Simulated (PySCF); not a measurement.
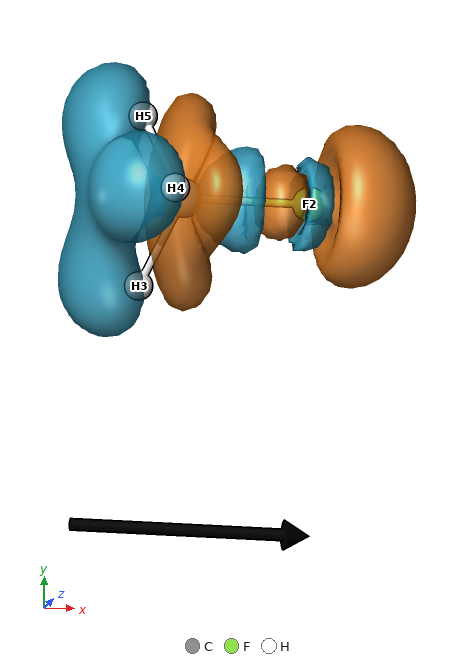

Figure. CH3F, SMILES `CF`. Change of the electron density in a uniform field of 0.41 V/Å along +x (arrow), surfaces at ±0.003 e/Å³ (light blue: gain, orange: loss).

Computed with PySCF, B3LYP/def2-SVPD, geometry: GFN2-xTB. No frequency check shows the geometry to be a minimum.

Coordinates in Å:

```
C1      -0.6257    0.0000    0.0000
F2       0.7385    0.0000    0.0000
H3      -0.9640   -0.8342   -0.6158
H4      -0.9640   -0.1161    1.0303
H5      -0.9640    0.9504   -0.4146
```

**What dipole is induced, and what polarisability does it imply?**

The induced dipole is 0.36 D (along the field); α along this axis, from the fields in both directions, is 17 bohr³ (2.6 Å³).

**Which atoms gain and lose the most charge?**

Electrons gather most on H3, H4 and H5 alike (Hirshfeld charge changes by −0.006 e) and leave F2 most (+0.020 e); 0.041 electrons are displaced in all.

The PySCF run took 9.9 s on 1 thread of Intel(R) Xeon(R) Platinum 8259CL CPU @ 2.50GHz (Skylake/Cascade Lake) (shared host), peak memory 0.28 GiB.
